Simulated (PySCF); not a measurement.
# C2H5F3NSi (SMILES C[Si](N)C(F)(F)F) (doublet): what the fields show

```
atom    x (Å)    y (Å)    z (Å)
   C   0.3670   1.7272  -0.2006
  Si   0.1483  -0.0739  -0.7563
   N   1.4026  -1.0756  -0.1314
   C  -1.3871  -0.8200   0.2100
   F  -1.4728  -2.1615   0.0742
   F  -1.3336  -0.5865   1.5407
   F  -2.5707  -0.3245  -0.2027
   H  -0.5086   2.3240  -0.4378
   H   0.5233   1.7657   0.8762
   H   1.2238   2.1849  -0.6836
   H   1.2409  -2.0554   0.0443
   H   2.3681  -0.9051  -0.3591
```

Geometry: GFN2-xTB.

The calculation used UKS B3LYP, pcH-1 on C F H N Si, non-relativistic, mean-field spin-orbit, GIAO in PySCF 2.14.0, density-fitted response routines.

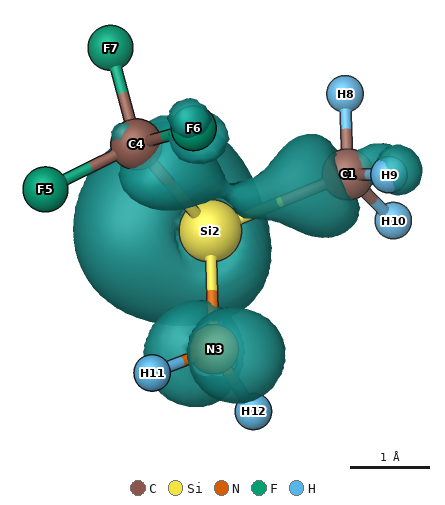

Figure 1. Isosurface of the spin density at +0.02 e/Å³ (teal), seen at an oblique angle.

Which atoms carry the spin?

Answer. The unpaired spin (1 electron) lies mostly on Si2 (about 0.7), N3 (about 0.1) and C1 (about 0.1), in electrons by Hirshfeld's partition.

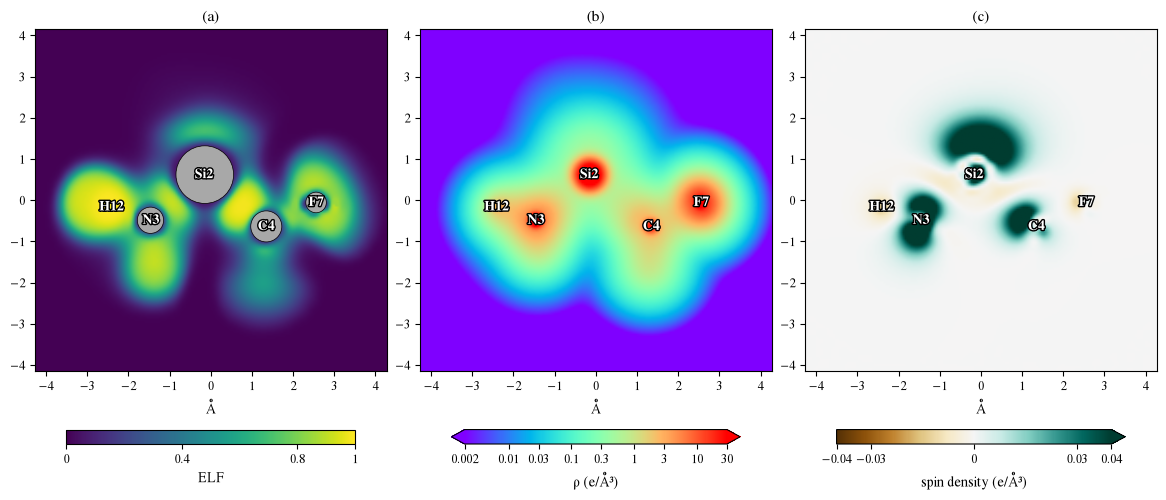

Figure 2. (a) ELF; (b) electron density; (c) spin density on the plane of atoms Si2, N3 and H12. Grey discs cover the atomic cores in the ELF map.

Read the bonding off the picture.

Answer. The section cuts through Si, N, C, F and H sites. C–F (1.35 Å): ρ at the midpoint is about 2.3 e/Å³, with its minimum of 1.8 e/Å³ about 0.5 Å from C; the ELF peaks at about 0.85 between the atoms: a polar covalent bond. Si–N (1.72 Å): the density is about 1.1 e/Å³ at the midpoint; the ELF peaks at about 0.90 between the atoms (a shared but strongly polarised pair). N–H (1.01 Å): ρ is about 2.8 e/Å³ halfway; the ELF climbs to about 1 towards the hydrogen, as it does in any bond to H: an ordinary covalent bond to hydrogen. C–Si (1.96 Å): ρ is about 0.9 e/Å³ halfway; the ELF peaks at about 1 between the atoms: localised, covalent bonding. The ELF also peaks beside F7, away from the bonds: non-bonding electrons, paired or unpaired.

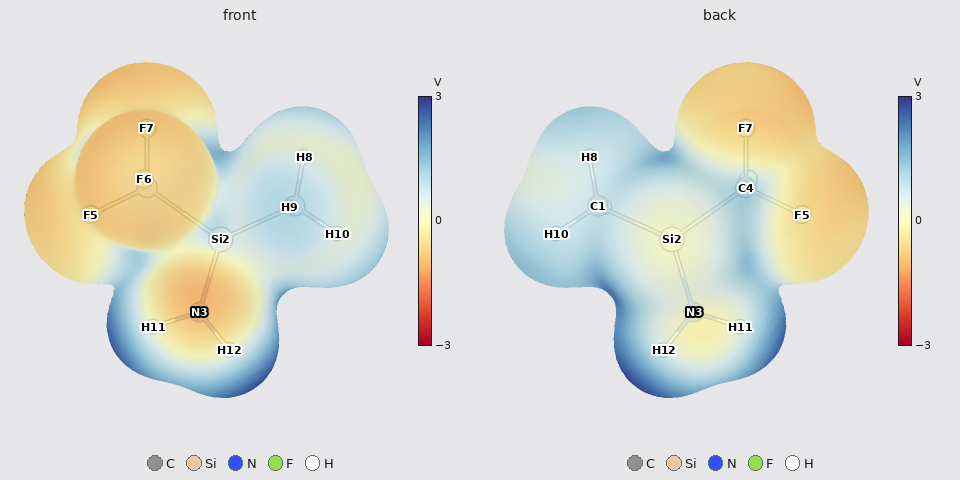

Figure 3. The molecular electrostatic potential painted on the density surface at 0.004 e/bohr³, seen from the front and from behind; red is negative and blue positive.

Describe the electrostatic potential map.

Answer. The most negative region (about −1.0 V, or −23 kcal/mol for a unit charge) lies over N3, the most positive (about +2.7 V, or +62 kcal/mol for a unit charge) over H12. N3 is the likeliest acceptor of a hydrogen bond.
